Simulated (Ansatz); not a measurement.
# LaCu2 (P6/mmm): phonons along a line and the smearing

Aim: see how the phonons of LaCu2 (P6/mmm) along the first symmetry line respond to the electronic smearing. The first relaxation steps of the session are not shown, so no cell shown is the starting entry, unless a step says so.

Method: DFT PBEsol, scalar-relativistic, plane waves, PAW; PAW set soft_1, in Ansatz 0.2.0.

### Step 1. The cell after earlier relaxation steps

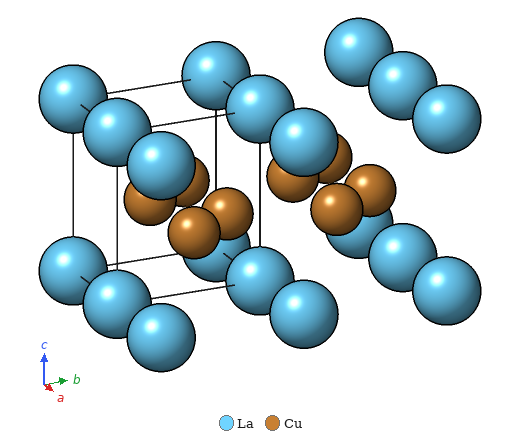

Start, viewed slightly off an axis; lanthanum blue, copper orange. 2×2×1 cells are drawn. Some periodic images of atoms are drawn too.

### Step 2. Tight relaxation

Phonons are second derivatives about the minimum, so the remaining forces must be small: the thresholds are tightened. Earlier relaxation steps are not shown.

Contents of input.yaml:

```yaml
crystal:
  lattice:
    - [4.2528359104, 0.0, 0.0]
    - [-2.1264179552, 3.6830639366, 0.0]
    - [0.0, 0.0, 3.8024588643]
  atoms:
    - { symbol: La, position: [0.0, 0.0, 0.0] }
    - { symbol: Cu, position: [0.3333333333, 0.6666666667, 0.5] }
    - { symbol: Cu, position: [0.6666666667, 0.3333333333, 0.5] }
kpoints:
  mp_grid: { grid: [9, 9, 8] }
hamiltonian:
  xc: pbesol
  pseudopotentials: { kind: paw, azcp: { folder: soft_1 }, xc_functional: pbe }
scf:
  occupations: { method: methfessel_paxton, width: 0.2 }
output:
  forces: true
  stress: true
  eigenvalues: true
relax:
  adjacent_minimum: "off"
  f_tol: 0.001
  max_steps: 60
  cell: { stress_tol: 0.01 }
```

Run with:

```console
ansatz run input.yaml --threads 4 --pin off --max-ram 12288MiB --backend cpu --events-out ev --progress --plain --runs-dir out
```

Numbers of over 12 decimals in the logs are rounded to 6 here.

Log:

```text
[the first part of the log is left out]
  E_paw        = -8890.198918  (= ΣΔE_a)
  E_vpaw       = -1562.798968  (= ΣTr[D̂ρ^β])
  E_aug_tail   = 0.001952  (compensation charges beyond the density's cutoff)
  E_ewald      = -6091.288088
  E_core_change = 0.581441  (= ΣΔE_core)
  E_smearing   = 0.001182  (= −TS)
  E_closure    = -0.000000  (closes the sum)
  Σ components = -19339.522602   (vs F -19339.522602, Δ=0.00e0)
--- Forces (eV/Å), atoms counted from 1 ---
  atom   1  La     0.00000000     0.00000000     0.00000000
  atom   2  Cu     0.00000000     0.00000000     0.00000000
  atom   3  Cu     0.00000000    -0.00000000    -0.00000000
  max |Σ_I F_I| component: 2.78e-17 eV/Å
--- Stress (GPa, compression-positive) ---
        0.000031      -0.000000      -0.000000
       -0.000000       0.000031       0.000000
       -0.000000       0.000000       0.000560
  P = ⅓ Tr σ = 0.0002 GPa (0.002 kbar)
--- Band table (eV; the first three rows and the last of 60) ---
  k-point 0: bands = ["-99.3277", "-99.3153", "-56.8642", "-56.8642", "-56.8584", "-56.8465", "-56.8038", "-56.8038", "-19.2687", "-2.8466", "-2.8466", "-2.7157", "6.6480", "9.1960", "9.8598", "9.8598", "9.8986", "9.8986", "10.0970", "10.0970", "10.3620", "10.5025", "10.5025", "13.4523", "13.4523", "13.7613", "14.9444", "15.0603", "15.3557", "15.3557", "15.5587", "15.5587", "15.6276", "17.5795", "17.5795"]
  k-point 1: bands = ["-99.3277", "-99.3153", "-56.8642", "-56.8642", "-56.8584", "-56.8465", "-56.8038", "-56.8038", "-19.2594", "-2.8509", "-2.8335", "-2.8335", "6.9050", "9.2747", "9.7661", "9.7661", "9.9433", "9.9433", "10.0092", "10.0092", "10.4125", "10.5474", "10.5474", "13.6300", "13.6300", "13.7722", "14.9087", "14.9417", "15.3619", "15.3619", "15.5657", "15.5657", "15.6286", "17.1191", "17.1191"]
  k-point 2: bands = ["-99.3276", "-99.3153", "-56.8642", "-56.8642", "-56.8585", "-56.8466", "-56.8038", "-56.8038", "-19.2368", "-3.1573", "-2.8018", "-2.8018", "7.5699", "9.4762", "9.6309", "9.6309", "9.8342", "9.8342", "9.9703", "9.9703", "10.5385", "10.6163", "10.6163", "13.1456", "14.0896", "14.0896", "14.9342", "14.9417", "15.3797", "15.3797", "15.5974", "15.5974", "15.6311", "16.3724", "16.3724"]
  k-point 59: bands = ["-99.3215", "-99.3215", "-56.8702", "-56.8526", "-56.8526", "-56.8340", "-56.8340", "-56.7979", "-19.1716", "-3.4038", "-3.0384", "-3.0384", "9.0556", "9.0556", "9.3889", "9.5063", "10.2044", "10.2044", "10.5225", "10.5225", "10.5692", "10.5692", "10.7497", "11.2200", "13.4246", "13.4246", "14.7911", "15.2855", "15.3138", "15.4456", "15.4456", "15.5772", "15.6314", "15.6314", "18.1776"]
--- Relaxed structure (4 steps of the walk, 4 accepted, 1 SCFs on fresh bases) ---
  F+E_penalty+E_count = -19339.52260170 eV   max|allowed force component| = 6.245e-17 eV/Å   (the final SCF, on the basis selected at the relaxed cell)
  cell:  # Å, volume = 59.5098 Å³
    - [4.255218, 0, 0]
    - [-2.127609, 3.685127, 0]
    - [0, 0.0, 3.795022]
  atoms:
    - { symbol: La, position: [0, 0, 0] }
    - { symbol: Cu, position: [0.333333, 0.666667, 0.5] }
    - { symbol: Cu, position: [0.666667, 0.333333, 0.5] }
```

It took 9.3 s on 4 threads of Arm Neoverse V2, shared host; peak memory 0.46 GiB; 35 s of CPU time.

Step by step:

```
step  energy less that of the first step (eV)  largest force component (eV/Å)  pressure (GPa)  volume (Å³)
   1                                   0.0000                          0.0000           -0.03        59.56
   2                                   0.0000                          0.0000            0.03        59.50
   3                                   0.0000                          0.0000           -0.01        59.52
   4                                   0.0000                          0.0000            0.00        59.51
   5                                   0.0000                          0.0000            0.00        59.51
```

The log counts 1 steps on a newly chosen plane-wave basis, not all of them marked here; energy and pressure can jump at such steps.

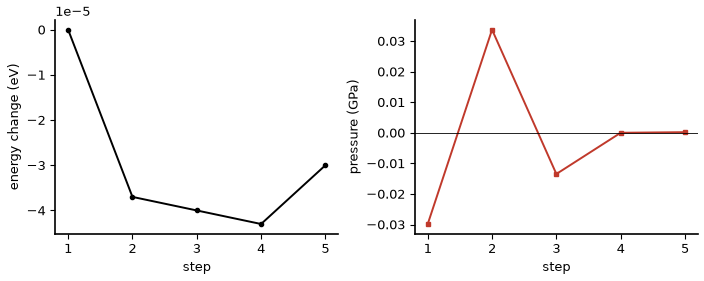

Energy and pressure along the relaxation.

```
conventional cell, symmetrised  before  after  change
                         a (Å)   4.253  4.255  +0.1 %
                         b (Å)   4.253  4.255  +0.1 %
                         c (Å)   3.802  3.795  -0.2 %
              volume (Å³/atom)   19.85  19.84  -0.1 %
```

The relaxed structure:

```
La Cu
1.0
     4.25522    0.00000    0.00000
    -2.12761    3.68513    0.00000
     0.00000    0.00000    3.79502
La Cu
1 2
Direct
  0.00000 0.00000 0.00000
  0.33333 0.66667 0.50000
  0.66667 0.33333 0.50000
```

Numbers from this step:

```
pressure          : 2.07e-4 GPa
volume per atom   : 19.84 Å³/atom
metallic on mesh  : yes
gap on the k-mesh : 0 eV
```

The largest force is now zero by symmetry and the largest stress component 5.6e-4 GPa, small enough for phonons.

### Step 3. Phonons along a line: Fermi–Dirac smearing of 0.1 eV

The smearing blurs the Fermi surface that screens the phonons; a Fermi–Dirac width is an electronic temperature.

Contents of input.yaml:

```yaml
crystal:
  lattice:
    - [4.2552182193, 0.0, 0.0]
    - [-2.1276091096, 3.6851270766, 0.0]
    - [0.0, 0.0, 3.795021889]
  atoms:
    - { symbol: La, position: [0.0, 0.0, 0.0] }
    - { symbol: Cu, position: [0.3333333333, 0.6666666667, 0.5] }
    - { symbol: Cu, position: [0.6666666667, 0.3333333333, 0.5] }
kpoints:
  mp_grid: { grid: [12, 12, 12] }
hamiltonian:
  xc: pbesol
  pseudopotentials: { kind: paw, azcp: { folder: soft_1 }, xc_functional: pbe }
scf:
  occupations: { method: fermi_dirac, width: 0.1 }
output:
  eigenvalues: true
phonons:
  method: dfpt
  qpoints:
    - [0, 0, 0]
    - [0.083333333, 0.0, 0.0]
    - [0.166666667, 0.0, 0.0]
    - [0.25, 0.0, 0.0]
    - [0.333333333, 0.0, 0.0]
    - [0.416666667, 0.0, 0.0]
    - [0.5, 0.0, 0.0]
```

Log:

```text
The run solves and reports these wavevectors of phonons.qpoints, in the list's order, at another value: [0.083333333, 0.0, 0.0] as [0.083333, 0.0, 0.0], [0.166666667, 0.0, 0.0] as [0.166667, 0.0, 0.0], [0.333333333, 0.0, 0.0] as [0.333333, 0.0, 0.0], [0.416666667, 0.0, 0.0] as [0.416667, 0.0, 0.0].
[...]
Crystal: 3 atoms, lattice volume = 59.510 Å³
Basis set: ecut = 420 eV, 1159 PW (Γ), exchange–correlation on 60×60×54 points (8 copies of the dense FFT grid, shifted against one another)
Bands: 30, of which v1, the nominal top of the filled ones, is band 25 counted from 1 (24 counted from 0)
Symmetry: 24 space group operations
k-points: 133 of 1728
[...]
SCF iter   1: F=—  HF=-19362.759752 eV  |F-HF|=—  |Δ(HF+E_count)|=         —  Δρ=1.48e0  dr2=1.38e3  ethr=3.10e-3  ⟨swp⟩=4.5  Hψ=27872  notcnv=0
automatic band count: the SCF goes on with 35 bands, as 30 were too few: the levels above may hold too much charge
[...]
SCF iter   2: F=—  HF=-19343.541887 eV  |F-HF|=—  |Δ(HF+E_count)|=    1.92e1  Δρ=5.79e-1  dr2=2.22e2  ethr=3.10e-3  ⟨swp⟩=3.6  Hψ=11909  notcnv=0  defer=1
[...]
SCF iter  19: F=-19339.552096 eV  HF=-19339.552096 eV  |F-HF|=0.00e0  |Δ(HF+E_count)|=  2.18e-11  Δρ=8.10e-8  dr2=4.01e-12  ethr=1.00e-12  ⟨swp⟩=9.1  Hψ=22998  notcnv=0
SCF 1 converged in 19 iterations: F = -19339.552096 eV  dr2 = 4.01e-12
[...]
NSCF: frozen V_eff on 133 k-points
[...]
DFPT response loops at q = (0, 0, 0) (fractional): preconditioner auto → Kerker (q_TF=auto, 2.641 Å⁻¹) (partly filled bands, converged f_vac=0.000); β = 1.00, the filter's whole step (`scf.mixing.beta` (0.50) is not read by the response loops under this deck's `scf.mixing.preconditioner`; to damp them name `kerker` or `kerker_dos`, under which they read `scf.mixing.beta`, and type it under 1.00, their step now; both keys bind the ground state too); Broyden in place of MSR1
[...]
SCF converged after 19 iterations
Free energy (F): -19339.552096 eV
[...]
Internal energy: -19339.488929 eV  (E = F + TS)
E sigma→0 (E₀):  -19339.520512 eV
Entropy (-TS):   -0.063167 eV (-21.056 meV/atom)
Fermi energy:    13.240908 eV
[...]
--- Band table (eV; the first three rows and the last of 133) ---
  k-point 0: bands = [... 21 lower, 10.5048, 10.5048, 13.4525, 13.4525, 13.7656, 14.9567, 15.0724, 15.3718, ... 6 higher]
  k-point 1: bands = [... 21 lower, 10.5275, 10.5275, 13.5332, 13.5332, 13.7859, 14.9555, 14.9954, 15.3745, ... 6 higher]
  k-point 2: bands = [... 21 lower, 10.5741, 10.5741, 13.6867, 13.7606, 13.7606, 14.8687, 14.9520, 15.3823, ... 6 higher]
  k-point 132: bands = [... 21 lower, 10.5733, 10.7520, 11.2264, 13.4215, 13.4215, 14.7975, 15.3016, 15.3293, ... 6 higher]
--- Phonons (Γ-DFPT): 4 representative perturbations + reference (Σ response iterations 16) ---
  ASR residual: 3.737e-4 → 0.000e0 eV/Å²; symmetrization residual: 3.938e-6 eV/Å²
  ASR residual per site (eV/Å²): 1.58e-4 3.74e-4 3.74e-4
  Γ frequencies (cm⁻¹): 0.00 0.00 0.00 119.96 123.62 123.62 131.32 194.24 194.24
  non-analytic LO–TO correction: not included (Born effective charges unavailable; polar crystals: no LO–TO splitting at Γ)
--- Phonons (arbitrary-q DFPT): 7 explicit q-points ---
  q = [0, 0, 0] (of the zone-centre solve; hermiticity 1.47e-6, symmetrization 6.22e-10): 0.00 0.00 0.00 119.96 123.62 123.62 131.32 194.24 194.24
  q = [0.083333, 0, 0] (4 solved perturbations in 3108 linear systems a pass and spin channel, the states on 1008 of 1728 k-point pairs; hermiticity 8.61e-7, symmetrization 3.16e-11): 11.01 12.97 29.78 119.67 122.58 123.22 130.47 193.98 194.84
[...]
sum rule: each row above includes the acoustic sum rule's correction from the zone centre's row sums; it moved no ω² by more than (1.26 cm⁻¹)²
```

The job ended after 17 min (4 threads; peak memory 4.6 GiB).

Each wavevector solved by linear response. Table of frequency by |q| along the line; 7 of 9 lines:

```
|q| along the line (Å⁻¹)  mode 1 (cm⁻¹)  mode 2 (cm⁻¹)  mode 3 (cm⁻¹)  mode 4 (cm⁻¹)  mode 5 (cm⁻¹)  mode 6 (cm⁻¹)  mode 7 (cm⁻¹)
                   0.000              0              0              0            120            124            124            131
                   0.142           11.0           13.0           29.8            120            123            123            130
                   0.284           22.9           25.7           58.3            118            119            122            128
                   0.426           36.9           38.9           83.3            114            116            121            125
                   0.568           52.1           52.8           98.9            106            112            121            128
                   0.710           65.7           66.4           97.3            104            107            119            138
                   0.853           72.0           74.8           90.1            103            105            119            143
```

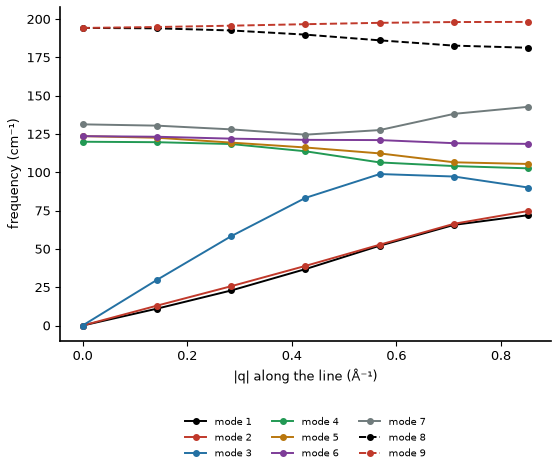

Frequency, plotted against |q| along the line.

### Step 4. Phonons along a line: Fermi–Dirac smearing of 0.25 eV

The smearing blurs the Fermi surface that screens the phonons; a Fermi–Dirac width is an electronic temperature.

input.yaml, as its differences from that of step 3:

```diff
@@ -15,3 +15,3 @@
 scf:
-  occupations: { method: fermi_dirac, width: 0.1 }
+  occupations: { method: fermi_dirac, width: 0.25 }
 output:
```

Wider smearing eases the sum over k-points of a metal but moves the result away from its zero-temperature value.

Log:

```text
band count auto-derived: 37 (N_el = 49.0; filled up to band 25; 30 by the electrons, moments and atoms)
[...]
Crystal: 3 atoms, lattice volume = 59.510 Å³
Basis set: ecut = 420 eV, 1159 PW (Γ), exchange–correlation on 60×60×54 points (8 copies of the dense FFT grid, shifted against one another)
Bands: 37, of which v1, the nominal top of the filled ones, is band 25 counted from 1 (24 counted from 0)
[... 1 set-up line as in the run before ...]
k-points: 133 of 1728
[...]
SCF iter   1: F=—  HF=-19364.083217 eV  |F-HF|=—  |Δ(HF+E_count)|=         —  Δρ=1.44e0  dr2=1.29e3  ethr=3.10e-3  ⟨swp⟩=4.8  Hψ=14964  notcnv=0
[...]
SCF iter  18: F=-19339.724343 eV  HF=-19339.724343 eV  |F-HF|=7.28e-12  |Δ(HF+E_count)|=  7.28e-11  Δρ=1.08e-7  dr2=6.93e-12  ethr=1.00e-12  ⟨swp⟩=4.8  Hψ=22615  notcnv=0
the search or the solves at the SCF's close seem to have found levels that the self-consistency loop had missed (the run counts 1). By its estimate they hold under 1e-12 electrons; where the run keeps them, the occupations were computed again with them
SCF 1 converged in 18 iterations: F = -19339.724343 eV  dr2 = 6.93e-12
[...]
SCF converged after 18 iterations
Free energy (F): -19339.724343 eV
[...]
Internal energy: -19339.305450 eV  (E = F + TS)
E sigma→0 (E₀):  -19339.514897 eV
Entropy (-TS):   -0.418893 eV (-139.631 meV/atom)
Fermi energy:    13.210604 eV
[...]
--- Band table (eV; the first three rows and the last of 133) ---
  k-point 0: bands = [... 21 lower, 10.4900, 10.4900, 13.4575, 13.4575, 13.7737, 15.0044, 15.1213, 15.4312, ... 8 higher]
  k-point 1: bands = [... 21 lower, 10.5126, 10.5126, 13.5387, 13.5387, 13.7936, 15.0035, 15.0420, 15.4332, ... 8 higher]
  k-point 2: bands = [... 21 lower, 10.5589, 10.5589, 13.6927, 13.7677, 13.7677, 14.9119, 15.0008, 15.4387, ... 8 higher]
  k-point 132: bands = [... 21 lower, 10.5579, 10.7364, 11.2073, 13.4301, 13.4301, 14.7938, 15.3637, 15.3895, ... 8 higher]
[...]
ASR residual: 1.615e-4 → 0.000e0 eV/Å²; symmetrization residual: 5.230e-6 eV/Å²
  ASR residual per site (eV/Å²): 6.39e-5 1.61e-4 1.61e-4
  Γ frequencies (cm⁻¹): 0.00 0.00 0.00 118.42 122.86 122.86 130.34 194.08 194.08
[...]
--- Phonons (arbitrary-q DFPT): 7 explicit q-points ---
[...]
```

Wall time 21 min (4 threads); peak memory 5.1 GiB; 83 min of CPU time.

Each wavevector solved by linear response. Table of frequency by |q| along the line; 7 of 9 lines:

```
|q| along the line (Å⁻¹)  mode 1 (cm⁻¹)  mode 2 (cm⁻¹)  mode 3 (cm⁻¹)  mode 4 (cm⁻¹)  mode 5 (cm⁻¹)  mode 6 (cm⁻¹)  mode 7 (cm⁻¹)
                   0.000              0              0              0            118            123            123            130
                   0.142             12           12.7           30.1            118            122            122            129
                   0.284           24.8           25.8           58.9            117            118            121            127
                   0.426           38.8           39.6           83.9            113            115            121            123
                   0.568           53.3           53.7           99.0            106            112            120            127
                   0.710           66.4           67.2           96.4            103            106            117            138
                   0.853           72.7           75.8           89.4            102            104            117            143
```

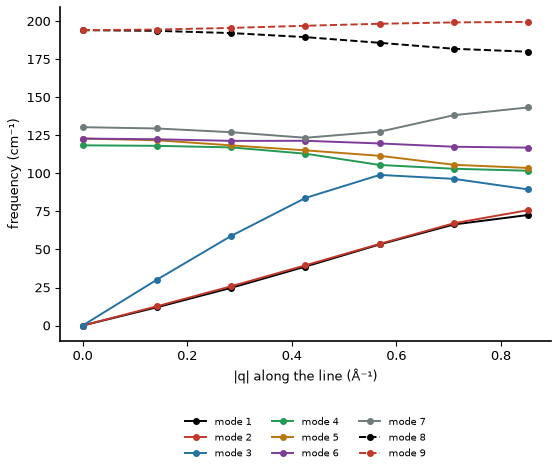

Frequency against |q| along the line.

Against step 3 (now smearing width 0.25 eV), the free energy moves by -57.4 meV an atom.

### Step 5. Smearing and the soft branch

Lowest frequency against |q| along the line:

```
|q| along the line (Å⁻¹)  fermi dirac 0.1 eV, k 12x12x12 (cm⁻¹)  fermi dirac 0.25 eV, k 12x12x12 (cm⁻¹)
                   0.000                                      0                                       0
                   0.142                                   11.0                                      12
                   0.284                                   22.9                                    24.8
                   0.426                                   36.9                                    38.8
                   0.568                                   52.1                                    53.3
                   0.710                                   65.7                                    66.4
                   0.853                                   72.0                                    72.7
```

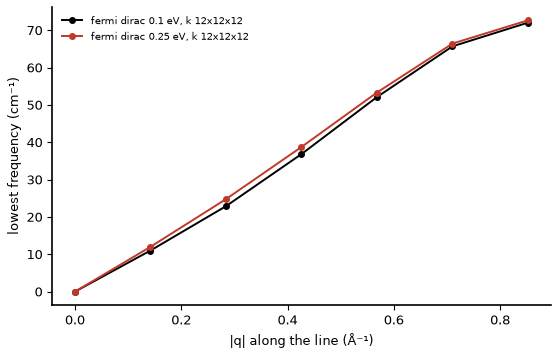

Lowest frequency against |q| along the line.

### Step 6. Outcome

| Item | Value |
| --- | --- |
| phonon run of the rows without a label of their own | PBEsol, k 12×12×12 |
| lowest branch at the last solved point, Fermi–Dirac 0.1 eV | 72.0 cm⁻¹ at \|q\| = 0.853 Å⁻¹ |
| lowest branch at the last solved point, Fermi–Dirac 0.25 eV | 72.7 cm⁻¹ at \|q\| = 0.853 Å⁻¹ |

**Reading.** No branch softens by more than 4 % of the top frequency as the smearing narrows, so no anomaly that hangs on the smearing shows at these points. The line holds 7 wavevectors, so a narrow dip between them would be missed. Between Fermi–Dirac 0.25 eV and Fermi–Dirac 0.1 eV the largest change, with modes counted by rank of frequency, is in mode 5 at |q| = 0.853 Å⁻¹, from 104 to 105 cm⁻¹; the branches hardly feel the smearing. Where branches cross, a count by rank can hide a softening. At the narrowest width the k mesh may not resolve the Fermi surface, so part of the change can be mesh noise. The PAW files were made for PBE; under other functionals the run regenerates their frozen core.

[Logs are printed without paths, hosts, clocks, repeated set-up lines and the standing remarks that a program may print on its own settings, such as how far it seeks lower states.]

[Hosts, paths, dates, database ids (printed as entryN), source tags and the programs' standing remarks are cut or masked in the printed files.]
